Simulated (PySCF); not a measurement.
Single-point calculation of SO$_{2}$F$_{2}$

The run: single-point calculation of SO$_{2}$F$_{2}$. Method and program: RKS-based TPSSh, S def2-SVP, O def2-SVP, F def2-SVP; non-relativistic Hamiltonian; density fitting (PySCF 2.14.0).

The geometry comes from this level: PBE0.

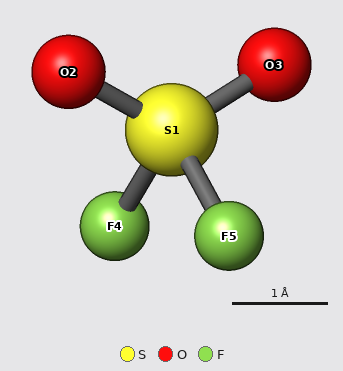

**Figure 1.** The input geometry (ball-and-stick view, seen at a tilt; atoms are numbered from 1 in the order of the input). Bond lengths as drawn: F–S 1.58 Å and O–S 1.42 Å.

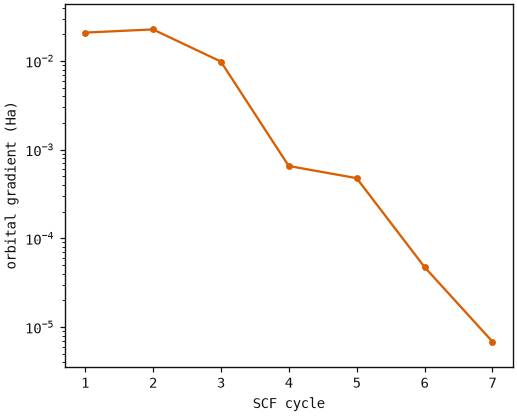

**Figure 2.** Convergence of the self-consistent field: orbital gradient against the SCF cycle. The residual falls almost steadily, with no more than small rises.

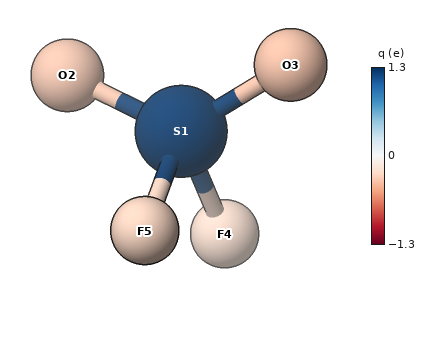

**Figure 3.** Mulliken charges, as the colour of each atom (ball-and-stick view, seen at a tilt; atoms are numbered from 1 in the order of the input). By element: S +1.26, O −0.37 and F −0.26 e.

These pictures come from the run below.

Input
```python
from pyscf import gto, scf, dft
mol = gto.M(atom='''
S     -0.136151    -0.138449    -0.004004
O      0.070986    -1.225576    -0.900236
O     -1.252119     0.024514     0.865503
F      0.047830     1.200339    -0.813964
F      1.175316     0.043443     0.849932''',
    basis={'S': 'def2-SVP', 'O': 'def2-SVP', 'F': 'def2-SVP'},
    charge=0, spin=0)
mf = dft.RKS(mol, xc='TPSSH')
mf.grids.atom_grid = (90, 434)
aux = {'S': 'def2-universal-JKFIT', 'O': 'def2-universal-JKFIT', 'F': 'def2-universal-JKFIT'}
mf = mf.density_fit(auxbasis=aux)
mf.conv_tol = 1e-09
mf.diis_space = 10
mf.max_cycle = 60
mf.verbose = 4
mf.kernel()
```

The script is an equivalent of the set-up of the self-consistent field. The run itself was carried out by a driver, which started from the orbitals of the step before it where there was one and computed the further properties.

Launched with:
```bash
OMP_NUM_THREADS=2 python axn.py task.json out
```

The program's output
```
init E= -747.849248445278
  HOMO = -0.353554455634022  LUMO = -0.0348947236766382  gap/eV = 8.67117
cycle= 1 E= -747.85003770634  delta_E= -0.000789  |g|= 0.0209  |ddm|= 0.087
  HOMO = -0.349134637706198  LUMO = -0.0272894542158277  gap/eV = 8.75785
cycle= 2 E= -747.850021613622  delta_E= 1.61e-05  |g|= 0.0227  |ddm|= 0.0395
  HOMO = -0.349533165413483  LUMO = -0.0303637679121325  gap/eV = 8.68504
cycle= 3 E= -747.850103990012  delta_E= -8.24e-05  |g|= 0.00986  |ddm|= 0.0256
  HOMO = -0.350579593419273  LUMO = -0.0307491258195087  gap/eV = 8.70303
cycle= 4 E= -747.850122121665  delta_E= -1.81e-05  |g|= 0.000655  |ddm|= 0.00736
  HOMO = -0.350558794580827  LUMO = -0.0307491320604711  gap/eV = 8.70246
cycle= 5 E= -747.850122153774  delta_E= -3.21e-08  |g|= 0.000478  |ddm|= 0.000738
  HOMO = -0.350561221564116  LUMO = -0.0307441760268445  gap/eV = 8.70267
cycle= 6 E= -747.850122191393  delta_E= -3.76e-08  |g|= 4.76e-05  |ddm|= 0.000344
  HOMO = -0.350560368928871  LUMO = -0.0307415583459316  gap/eV = 8.70271
cycle= 7 E= -747.850122191796  delta_E= -4.04e-10  |g|= 6.87e-06  |ddm|= 3.55e-05
  HOMO = -0.35056068230974  LUMO = -0.0307409682246913  gap/eV = 8.70274
Extra cycle  E= -747.850122191757  delta_E= 3.89e-11  |g|= 1.54e-05  |ddm|= 1.75e-05
converged SCF energy = -747.850122191757
```

Key numbers

```tsv
quantity	value
outcome	converged
total energy	−747.850122 hartree
HOMO	−9.54 eV
LUMO	−0.84 eV
dipole moment	0.76 D
hardware	2 threads of Arm Neoverse V2, 24 GiB of memory available, shared host
wall time	8.9 s (CPU time 16 s)
peak memory	0.89 GiB
```
